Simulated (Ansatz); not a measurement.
Starting cell, CdS (zinc blende):

```
CdS
1.0
    0.00000     5.92662     5.92662
    2.96331     2.96331     5.92662
    2.96331     2.96331     0.00000
S Cd
2 2
Direct
  0.00000   0.75000   0.75000
  0.50000   0.75000   0.75000
  0.00000   0.00000   0.00000
  0.50000   0.00000   0.00000
```

The atoms are displaced by Q × the pattern below (from a DFPT mode at X = (0.5, 0.5, 0.0), largest move 1; Q in Å), at fixed cell. It is one choice among 2 degenerate patterns. (q is in reciprocal vectors of the primitive cell; the cell shown is doubled to hold the pattern.)

```csv
atom,x,y,z
S1,0.000,-1.000,0.000
S2,0.000,1.000,0.000
Cd3,0.185,0.000,0.000
Cd4,-0.185,0.000,0.000
```

Level of theory: PBE (plane waves to 420 eV, PAW, scalar-relativistic; Ansatz, an electronic-structure program). k mesh 10×10×10 (Γ-centred), Fermi-Dirac smearing 0.05 eV. Energies are smeared free energies. CdS was relaxed with its symmetry unable to fall. The zero of ΔE is the undisplaced structure.

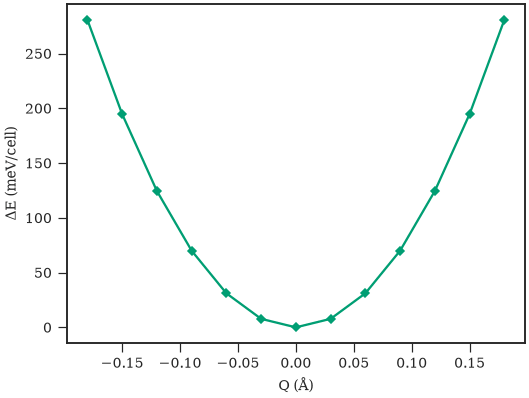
*ΔE (meV/cell) against Q (Å); markers are the computed points, lines only join them.*

Question: What is the energy change at Q = 0.180 Å?

Answer: About 280 meV/cell.

Question: What harmonic wavenumber does the curvature at Q = 0 give?

Answer: About 260 cm⁻¹.

(A displaced cell: forces are minus the slopes of the energy, force constants its curvatures, and phonons follow from these.)
